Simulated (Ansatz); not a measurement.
Run report: Si5H12O4, geometry relaxation (part 2 of 3)

Continued. System: Si5H12O4. Method: RHF/STO-3G (Ansatz 0.2.0). It belongs to a series of runs on one base structure; here: start relaxed.

Geometry of the input (Å):
```
Si 0.0000  0.0000  0.0000
O  0.0000  0.0000  1.6800
Si -1.3147  -0.4067  2.6436
H  -2.2390  -1.2403  1.8804
H  -0.8506  -1.1432  3.8157
H  -1.9987  0.8095  3.0733
O  1.5842  0.0000  -0.5594
Si 2.4906  -1.3762  -0.8866
H  1.6598  -2.3521  -1.5857
H  3.6318  -1.0202  -1.7249
H  2.9691  -1.9538  0.3660
O  -0.7913  1.3709  -0.5594
Si -2.4002  1.4263  -1.0396
H  -3.2124  0.6421  -0.1138
H  -2.8620  2.8114  -1.0378
H  -2.5267  0.8736  -2.3850
O  -0.7913  -1.3709  -0.5594
Si -1.6730  -2.4329  0.3983
H  -1.2634  -2.2870  1.7920
H  -3.0964  -2.1323  0.2761
H  -1.4264  -3.8036  -0.0398
```

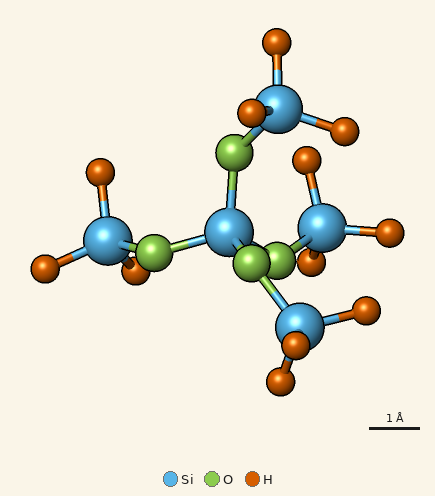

The geometry at step 10 of the log (ball-and-stick view, seen at a tilt).

Trajectory as extended XYZ, continued:
```
21
Properties=species:S:1:pos:R:3:forces:R:3 step=4 energy=-47092.10349
Si   -0.0704   -0.0576    0.0472    0.2509   0.2545  -0.0950
O    -0.0279   -0.0308    1.6738   -0.1884  -0.1871  -0.1724
Si   -1.2746   -0.1739    2.7490    0.1867   0.1328   0.0896
H    -2.3717   -0.8107    2.1113   -0.2201   0.2510   0.1975
H    -0.8492   -0.9796    3.8415   -0.0150   0.0365   0.0389
H    -1.7123    1.0911    3.2225    0.0505   0.1431   0.0347
O     1.4550   -0.0355   -0.5150   -0.1852  -0.2390   0.0684
Si    2.4093   -1.3478   -0.8385    0.0373   0.1551  -0.0558
H     1.6844   -2.3438   -1.5501    0.0061  -0.0731  -0.0396
H     3.5128   -0.9262   -1.6306    0.0038   0.0335   0.0204
H     2.8937   -1.9324    0.3654    0.0056  -0.0214   0.0592
O    -0.8195    1.2729   -0.5129   -0.1617  -0.2674   0.0377
Si   -2.3747    1.3939   -1.0597    0.0757   0.0853   0.1177
H    -3.2475    0.6701   -0.1971   -0.0686  -0.0014  -0.0255
H    -2.7575    2.7635   -1.0465    0.0269   0.0212  -0.0229
H    -2.5156    0.8782   -2.3761    0.0161  -0.0408  -0.0984
O    -0.8371   -1.3859   -0.5016    0.0185   0.0943   0.3266
Si   -1.6193   -2.6313    0.2474   -0.1368  -0.1219  -0.2560
H    -1.2036   -2.7602    1.6033    0.1140  -0.2498  -0.1598
H    -3.0254   -2.3827    0.2307    0.1081  -0.0901   0.0001
H    -1.3595   -3.8567   -0.4300    0.0757   0.0849  -0.0651
21
Properties=species:S:1:pos:R:3:forces:R:3 step=5 energy=-47092.27438
Si   -0.0995   -0.0852    0.0624    0.1379   0.1353  -0.0927
O    -0.0390   -0.0809    1.6799   -0.1364  -0.1023   0.0314
Si   -1.2386   -0.1120    2.8095   -0.0362   0.2290  -0.0384
H    -2.4231   -0.6723    2.2462   -0.0136   0.1080   0.0996
H    -0.8248   -0.9220    3.8973    0.0422  -0.0633   0.1279
H    -1.5539    1.1958    3.2837    0.0815  -0.0394  -0.0553
O     1.4137   -0.0661   -0.5099   -0.0838  -0.0946   0.0089
Si    2.4157   -1.3361   -0.8265   -0.0280   0.1188  -0.0235
H     1.7439   -2.3542   -1.5551   -0.0461  -0.0941  -0.0841
H     3.5128   -0.8661   -1.5927    0.0958   0.0584  -0.0577
H     2.9014   -1.9146    0.3757    0.0443  -0.0516   0.1538
O    -0.8614    1.2346   -0.4852   -0.0780  -0.0961   0.0659
Si   -2.3891    1.3881   -1.0826    0.0907   0.0216   0.1277
H    -3.3113    0.6853   -0.2582   -0.0918  -0.0352   0.0337
H    -2.7335    2.7638   -1.0804   -0.0247   0.1371  -0.0147
H    -2.5004    0.8820   -2.4025    0.0308  -0.0784  -0.1800
O    -0.8744   -1.3987   -0.4769   -0.0799  -0.0155   0.1124
Si   -1.6400   -2.6889    0.1918    0.1296  -0.2000  -0.1951
H    -1.2107   -2.9100    1.5330    0.0338  -0.0600  -0.0634
H    -3.0456   -2.4705    0.2007   -0.0531  -0.0071  -0.0036
H    -1.3527   -3.8576   -0.5765   -0.0148   0.1293   0.0472
21
Properties=species:S:1:pos:R:3:forces:R:3 step=6 energy=-47092.35589
Si   -0.1343   -0.1216    0.0799   -0.0387  -0.1137   0.0177
O    -0.0529   -0.1601    1.6946   -0.0232  -0.0406  -0.0163
Si   -1.1993   -0.0456    2.8683   -0.1648   0.1361  -0.1036
H    -2.4514   -0.5334    2.3733    0.1215   0.0990   0.1195
H    -0.8009   -0.8467    3.9718    0.0124  -0.0071   0.0776
H    -1.3870    1.3048    3.2994    0.0668  -0.1478  -0.0736
O     1.3670   -0.0982   -0.5112   -0.0334  -0.0108  -0.0437
Si    2.4240   -1.3223   -0.8150   -0.0499   0.0537   0.0116
H     1.8074   -2.3630   -1.5673   -0.0008  -0.0150  -0.0249
H     3.5197   -0.8001   -1.5539    0.0328   0.0255  -0.0223
H     2.9059   -1.8883    0.3982    0.0253  -0.0336   0.0665
O    -0.9127    1.2023   -0.4220   -0.0301   0.0239   0.0854
Si   -2.4051    1.3828   -1.0908    0.0571  -0.0773   0.0296
H    -3.3828    0.6938   -0.3141   -0.0223   0.0230  -0.0223
H    -2.7210    2.7675   -1.1078   -0.0195   0.0687  -0.0028
H    -2.4525    0.8763   -2.4196    0.0122  -0.0217  -0.0495
O    -0.9259   -1.4171   -0.4718   -0.0088   0.0618  -0.0350
Si   -1.6621   -2.7533    0.1229    0.1254  -0.0173   0.0313
H    -1.2123   -3.0374    1.4463   -0.0063  -0.0369  -0.0332
H    -3.0711   -2.5556    0.1629   -0.0357  -0.0198  -0.0173
H    -1.3632   -3.8702   -0.7099   -0.0201   0.0496   0.0054
21
Properties=species:S:1:pos:R:3:forces:R:3 step=7 energy=-47092.40608
Si   -0.1802   -0.1687    0.0985   -0.0133   0.0290   0.0289
O    -0.0666   -0.2778    1.7065   -0.1623  -0.0231   0.2517
Si   -1.1588    0.0083    2.9108   -0.1012   0.1003  -0.1214
H    -2.4740   -0.3942    2.4991    0.2548   0.0755   0.0773
H    -0.7842   -0.7564    4.0538   -0.0061   0.0560  -0.0561
H    -1.2127    1.3952    3.2634    0.0563  -0.2138  -0.0807
O     1.3040   -0.1202   -0.5253    0.0438   0.0140  -0.0570
Si    2.4158   -1.3000   -0.8003   -0.0121  -0.0360  -0.0438
H     1.8533   -2.3594   -1.5754    0.0430   0.0492   0.0432
H     3.5113   -0.7345   -1.5139   -0.0438  -0.0103   0.0419
H     2.8878   -1.8559    0.4252   -0.0044   0.0115  -0.0178
O    -0.9703    1.1780   -0.3178   -0.0731   0.0396   0.0256
Si   -2.4068    1.3818   -1.0966   -0.0758  -0.1122  -0.0085
H    -3.4522    0.7098   -0.3880    0.0851   0.0644  -0.0948
H    -2.7025    2.7739   -1.1317    0.0262  -0.0186  -0.0085
H    -2.3724    0.8758   -2.4323    0.0316   0.0410   0.1177
O    -0.9901   -1.4319   -0.4857   -0.0415  -0.0946  -0.0734
Si   -1.6680   -2.8163    0.0662   -0.1128   0.0903   0.0766
H    -1.1921   -3.1603    1.3670    0.0181   0.0282  -0.0552
H    -3.0833   -2.6526    0.1369    0.0484  -0.0376   0.0116
H    -1.3685   -3.8801   -0.8265    0.0392  -0.0528  -0.0572
21
Properties=species:S:1:pos:R:3:forces:R:3 step=8 energy=-47092.45367
Si   -0.2366   -0.2131    0.1230    0.0077   0.0089   0.0181
O    -0.0843   -0.4254    1.7230   -0.1102   0.0147   0.0689
Si   -1.1069    0.0418    2.9336    0.0472   0.0349  -0.0077
H    -2.4544   -0.2858    2.5924    0.0501   0.0289   0.0225
H    -0.7500   -0.6630    4.1182    0.0030   0.0173  -0.0297
H    -1.0359    1.4451    3.1848    0.0215  -0.0911  -0.0476
O     1.2283   -0.1228   -0.5472   -0.0065  -0.0234  -0.0155
Si    2.3857   -1.2699   -0.7826    0.0060  -0.0097  -0.0036
H     1.8807   -2.3511   -1.5640    0.0002   0.0215   0.0140
H     3.4806   -0.6741   -1.4695   -0.0238   0.0086   0.0174
H     2.8444   -1.8049    0.4569   -0.0125   0.0215  -0.0066
O    -1.0489    1.1600   -0.1633   -0.1163  -0.0514  -0.0449
Si   -2.3998    1.3738   -1.0912    0.0416  -0.0115  -0.0045
H    -3.5196    0.7170   -0.4970    0.0507   0.0270  -0.0419
H    -2.6712    2.7693   -1.1627    0.0114  -0.0189   0.0096
H    -2.2270    0.8651   -2.4131    0.0101   0.0244   0.0655
O    -1.0756   -1.4330   -0.5246   -0.0220  -0.0247   0.0172
Si   -1.6897   -2.8576    0.0135    0.0264  -0.0066  -0.0034
H    -1.1541   -3.2105    1.2877   -0.0095   0.0077  -0.0316
H    -3.1070   -2.7588    0.1330    0.0390   0.0022  -0.0053
H    -1.3692   -3.8874   -0.9168   -0.0142   0.0194   0.0093
21
Properties=species:S:1:pos:R:3:forces:R:3 step=9 energy=-47092.46569
Si   -0.2854   -0.2483    0.1402   -0.0442   0.0287   0.0441
O    -0.1072   -0.5177    1.7333   -0.3065   0.1807   0.2544
Si   -1.0596    0.0686    2.9649    0.0118   0.0825  -0.2743
H    -2.4430   -0.1931    2.6871    0.2595   0.0649   0.0473
H    -0.7019   -0.6070    4.1659    0.0264   0.0188  -0.0325
H    -0.8931    1.4818    3.1466   -0.0035  -0.3071  -0.0500
O     1.1663   -0.1298   -0.5548    0.0281  -0.0261  -0.0160
Si    2.3609   -1.2454   -0.7646   -0.0521   0.0316  -0.0112
H     1.8943   -2.3424   -1.5500    0.0326   0.0418   0.0357
H     3.4499   -0.6183   -1.4339   -0.0351  -0.0165   0.0131
H     2.8116   -1.7587    0.4868   -0.0030   0.0022  -0.0128
O    -1.1142    1.1330   -0.0772   -0.1823  -0.1074  -0.1890
Si   -2.3939    1.3746   -1.1072    0.0872  -0.1111   0.1067
H    -3.5645    0.7257   -0.5998    0.1451   0.0716  -0.0887
H    -2.6427    2.7739   -1.1825    0.0157  -0.0141   0.0083
H    -2.1277    0.8761   -2.4206   -0.0115   0.0563   0.1480
O    -1.1337   -1.4466   -0.5394    0.0060  -0.0576   0.0610
Si   -1.7003   -2.9021   -0.0248    0.0135   0.0468  -0.0110
H    -1.1332   -3.2735    1.2309   -0.0077   0.0021  -0.0569
H    -3.1164   -2.8372    0.1232    0.0261  -0.0087  -0.0015
H    -1.3768   -3.8990   -0.9899   -0.0062   0.0208   0.0253
21
Properties=species:S:1:pos:R:3:forces:R:3 step=10 energy=-47092.48250
Si   -0.3221   -0.2668    0.1530    0.0896  -0.0151   0.0445
O    -0.1406   -0.5440    1.7442   -0.1547   0.0208  -0.1357
Si   -1.0363    0.0928    2.9777    0.0026   0.2429   0.0762
H    -2.4348   -0.0983    2.7345    0.1860   0.0304   0.0444
H    -0.6739   -0.5845    4.1769   -0.0381   0.0137  -0.0296
H    -0.7843    1.4948    3.1377   -0.0700  -0.2594  -0.0240
O     1.1293   -0.1328   -0.5404   -0.0309  -0.0009  -0.0098
Si    2.3370   -1.2318   -0.7457    0.0307  -0.0090  -0.0251
H     1.8894   -2.3376   -1.5295    0.0154   0.0356   0.0400
H     3.4170   -0.5923   -1.4184   -0.0322  -0.0169   0.0243
H     2.7949   -1.7354    0.5076   -0.0076   0.0082  -0.0272
O    -1.1530    1.1122   -0.0552   -0.0110  -0.1560   0.0019
Si   -2.3897    1.3743   -1.1187   -0.1032  -0.0263  -0.1220
H    -3.5752    0.7029   -0.6797    0.1447   0.0900  -0.0736
H    -2.6394    2.7755   -1.1638   -0.0127  -0.0357   0.0055
H    -2.0662    0.9157   -2.4346   -0.0369   0.0568   0.1631
O    -1.1598   -1.4650   -0.5390    0.0419   0.0318   0.0643
Si   -1.7007   -2.9355   -0.0470   -0.0272  -0.0302   0.0083
H    -1.1009   -3.3352    1.1840   -0.0202   0.0235  -0.0276
H    -3.1149   -2.8870    0.1294    0.0465  -0.0175   0.0110
H    -1.3864   -3.9073   -1.0390   -0.0130   0.0134  -0.0088
21
Properties=species:S:1:pos:R:3:forces:R:3 step=11 energy=-47092.51258
Si   -0.3688   -0.3144    0.1626   -0.0580  -0.0343  -0.0091
O    -0.2393   -0.6107    1.7496    0.0062   0.0143   0.0331
Si   -0.9955    0.1302    3.0148   -0.0314  -0.0169  -0.0612
H    -2.4107    0.0443    2.8635    0.0061   0.0095   0.0185
H    -0.6205   -0.5454    4.2092    0.0171  -0.0024   0.0076
H    -0.6373    1.5043    3.1217    0.0343  -0.0008  -0.0074
O     1.0923   -0.1268   -0.4976   -0.0114   0.0085   0.0244
Si    2.3265   -1.1950   -0.7122   -0.0228  -0.0080  -0.0102
H     1.9002   -2.3151   -1.4846    0.0074   0.0067   0.0040
H     3.3833   -0.5325   -1.3963   -0.0060   0.0074   0.0052
H     2.8084   -1.6830    0.5370    0.0045   0.0113   0.0091
O    -1.2345    1.0380   -0.0373   -0.0010   0.0165  -0.0014
Si   -2.3927    1.3783   -1.1605    0.0093   0.0135   0.0135
H    -3.6064    0.7032   -0.8402   -0.0011  -0.0016  -0.0168
H    -2.6290    2.7813   -1.1439    0.0014   0.0018   0.0006
H    -1.9907    0.9881   -2.4703    0.0108   0.0038  -0.0061
O    -1.1438   -1.5312   -0.5643    0.0192  -0.0296  -0.0023
Si   -1.7094   -2.9948   -0.0801    0.0466   0.0010  -0.0079
H    -1.0403   -3.4562    1.0907   -0.0003  -0.0059  -0.0043
H    -3.1034   -2.9120    0.1999   -0.0101   0.0048   0.0108
H    -1.4989   -3.9358   -1.1275   -0.0209   0.0004  -0.0004
21
Properties=species:S:1:pos:R:3:forces:R:3 step=12 energy=-47092.52572
Si   -0.4246   -0.3641    0.1732   -0.1076  -0.0569  -0.1214
O    -0.3448   -0.6789    1.7561   -0.0700   0.1275   0.4253
Si   -0.9596    0.1617    3.0458   -0.0318  -0.0331  -0.2635
H    -2.3922    0.1863    2.9960    0.2545   0.0269  -0.0095
H    -0.5570   -0.5085    4.2345    0.0020  -0.0309  -0.0056
H    -0.4714    1.5053    3.0960   -0.0696  -0.1617  -0.0691
O     1.0474   -0.1198   -0.4468   -0.0355  -0.0120   0.0380
Si    2.3080   -1.1553   -0.6731   -0.0048   0.0500   0.0084
H     1.9089   -2.2888   -1.4401    0.0075  -0.0033   0.0123
H     3.3394   -0.4625   -1.3665   -0.0136  -0.0004  -0.0062
H     2.8195   -1.6191    0.5740   -0.0159  -0.0102  -0.0033
O    -1.3210    0.9652   -0.0213   -0.1473   0.1498  -0.1665
Si   -2.3916    1.3862   -1.2070    0.0327  -0.1299   0.0649
H    -3.6356    0.7057   -1.0142    0.1466   0.0868  -0.0297
H    -2.6133    2.7911   -1.1284   -0.0005  -0.0455   0.0074
H    -1.9006    1.0652   -2.5096   -0.0092   0.0170   0.1114
O    -1.1284   -1.6033   -0.5897    0.0787   0.0373  -0.0367
Si   -1.7127   -3.0602   -0.1105   -0.1096  -0.1831   0.0371
H    -0.9633   -3.5923    0.9876   -0.0938   0.0375  -0.1783
H    -3.0802   -2.9327    0.2957    0.1997  -0.0325  -0.0441
H    -1.6376   -3.9665   -1.2178   -0.0125   0.1668   0.2291
21
Properties=species:S:1:pos:R:3:forces:R:3 step=13 energy=-47092.53664
Si   -0.4426   -0.3732    0.1779   -0.0818  -0.0177  -0.0381
O    -0.3565   -0.6962    1.7614   -0.0500   0.0728   0.2431
Si   -0.9445    0.1631    3.0480   -0.1046   0.0230  -0.2879
H    -2.3736    0.2272    2.9987    0.1784  -0.0223   0.0210
H    -0.5546   -0.5134    4.2374    0.0178   0.0213   0.0082
H    -0.4380    1.4991    3.0678    0.0013  -0.1400   0.0206
O     1.0277   -0.1174   -0.4408   -0.0112  -0.0078   0.0192
Si    2.2983   -1.1412   -0.6628   -0.0410  -0.0023   0.0107
H     1.9097   -2.2836   -1.4216    0.0033   0.0073  -0.0126
H     3.3221   -0.4423   -1.3612   -0.0022  -0.0011   0.0091
H     2.8085   -1.6022    0.5857    0.0109   0.0232   0.0034
O    -1.3419    0.9569   -0.0102   -0.0955   0.0657  -0.1150
Si   -2.3854    1.3883   -1.2149    0.0249  -0.0943   0.0546
H    -3.6300    0.7007   -1.0636    0.1254   0.0619  -0.0291
H    -2.6181    2.7899   -1.1182    0.0021  -0.0310  -0.0093
H    -1.8565    1.0886   -2.5074   -0.0252   0.0199   0.0946
O    -1.1397   -1.6123   -0.5908    0.0411   0.0083  -0.0201
Si   -1.7175   -3.0729   -0.1113   -0.0213  -0.1642   0.0432
H    -0.9334   -3.6296    0.9478   -0.0894   0.0653  -0.1154
H    -3.0693   -2.9497    0.3394    0.1501  -0.0154  -0.0332
H    -1.6753   -3.9652   -1.2273   -0.0329   0.1274   0.1331
21
Properties=species:S:1:pos:R:3:forces:R:3 step=14 energy=-47092.55785
Si   -0.4811   -0.4026    0.1772   -0.0033  -0.0016   0.0012
O    -0.4220   -0.7519    1.7579   -0.0044  -0.0077   0.0046
Si   -0.9317    0.1503    3.0412    0.0001   0.0033  -0.0095
H    -2.3502    0.2871    3.0309    0.0033   0.0069   0.0062
H    -0.5442   -0.5257    4.2318    0.0023  -0.0029   0.0023
H    -0.3480    1.4500    3.0347    0.0050  -0.0049  -0.0025
O     0.9942   -0.1052   -0.4089   -0.0116   0.0081   0.0005
Si    2.2847   -1.1005   -0.6413   -0.0067   0.0006   0.0066
H     1.9225   -2.2453   -1.4094   -0.0020   0.0032  -0.0009
H     3.2931   -0.3754   -1.3348   -0.0025   0.0081   0.0015
H     2.8082   -1.5542    0.6043    0.0010   0.0059   0.0032
O    -1.3989    0.9153   -0.0046    0.0027  -0.0051   0.0045
Si   -2.3698    1.3896   -1.2471    0.0043  -0.0022  -0.0077
H    -3.6129    0.6944   -1.1960    0.0005  -0.0031  -0.0118
H    -2.6162    2.7847   -1.1156    0.0013   0.0032   0.0018
H    -1.7654    1.1388   -2.5129    0.0097   0.0021   0.0016
O    -1.1281   -1.6543   -0.6169    0.0046  -0.0046  -0.0112
Si   -1.7254   -3.0955   -0.0955   -0.0069  -0.0105  -0.0004
H    -0.8691   -3.6986    0.8705    0.0064  -0.0086  -0.0056
H    -3.0148   -2.9244    0.4874    0.0121   0.0049   0.0134
H    -1.8354   -3.9622   -1.2189   -0.0158   0.0050   0.0024
21
Properties=species:S:1:pos:R:3:forces:R:3 step=15 energy=-47092.56116
Si   -0.5224   -0.4371    0.1769    0.0644  -0.0701  -0.0513
O    -0.4949   -0.8115    1.7541   -0.0447   0.1203   0.1757
Si   -0.9150    0.1389    3.0434   -0.0265   0.0036  -0.1040
H    -2.3268    0.3572    3.0799    0.1245  -0.0175  -0.0208
H    -0.5283   -0.5413    4.2322    0.0066  -0.0106  -0.0127
H    -0.2570    1.4064    3.0027   -0.0466  -0.1119  -0.0230
O     0.9569   -0.0914   -0.3750   -0.0403  -0.0044   0.0080
Si    2.2711   -1.0530   -0.6180   -0.0004   0.0079  -0.0024
H     1.9370   -2.2015   -1.3938    0.0068   0.0120   0.0065
H     3.2598   -0.2960   -1.3075   -0.0152  -0.0063   0.0089
H     2.8083   -1.4994    0.6246   -0.0025   0.0014  -0.0041
O    -1.4631    0.8634   -0.0005   -0.1393   0.0853  -0.1628
Si   -2.3513    1.3907   -1.2888    0.0197  -0.1131  -0.0124
H    -3.5958    0.6874   -1.3540    0.1533   0.0855   0.0054
H    -2.6101    2.7800   -1.1141   -0.0061  -0.0324   0.0025
H    -1.6588    1.1975   -2.5249   -0.0534   0.0084   0.1374
O    -1.1142   -1.7048   -0.6435   -0.0198   0.0259   0.0566
Si   -1.7357   -3.1247   -0.0800   -0.2016  -0.2225   0.0353
H    -0.7946   -3.7962    0.7697   -0.2065   0.0943  -0.1828
H    -2.9456   -2.8933    0.6653    0.3549  -0.0862  -0.2143
H    -2.0303   -3.9567   -1.2146    0.0727   0.2303   0.3544
21
Properties=species:S:1:pos:R:3:forces:R:3 step=16 energy=-47092.57105
Si   -0.5195   -0.4303    0.1784    0.0257  -0.0159  -0.0023
O    -0.4804   -0.7991    1.7569   -0.0231   0.0321   0.0088
Si   -0.9169    0.1407    3.0431    0.0112  -0.0060  -0.0321
H    -2.3278    0.3482    3.0656    0.0428   0.0021   0.0060
H    -0.5317   -0.5424    4.2305   -0.0086  -0.0009   0.0047
H    -0.2660    1.4088    3.0074   -0.0218  -0.0273  -0.0023
O     0.9570   -0.0932   -0.3840   -0.0266  -0.0076   0.0016
Si    2.2698   -1.0578   -0.6208    0.0084   0.0198  -0.0001
H     1.9362   -2.2060   -1.3967    0.0008   0.0008   0.0057
H     3.2613   -0.3036   -1.3083   -0.0042  -0.0004   0.0010
H     2.8035   -1.5028    0.6237   -0.0055  -0.0041  -0.0012
O    -1.4564    0.8742   -0.0009   -0.0349   0.0020  -0.0329
Si   -2.3495    1.3904   -1.2860    0.0084  -0.0357  -0.0012
H    -3.5859    0.6811   -1.3456    0.0397   0.0252  -0.0076
H    -2.6187    2.7774   -1.1145   -0.0015  -0.0090  -0.0070
H    -1.6583    1.1944   -2.5181   -0.0113   0.0123   0.0327
O    -1.1262   -1.6940   -0.6341    0.0010  -0.0067   0.0293
Si   -1.7355   -3.1210   -0.0790   -0.0726  -0.0653   0.0034
H    -0.8025   -3.7940    0.7655   -0.0364   0.0310  -0.0462
H    -2.9418   -2.9077    0.6556    0.0892  -0.0098  -0.0315
H    -2.0213   -3.9484   -1.2049    0.0192   0.0637   0.0712
```
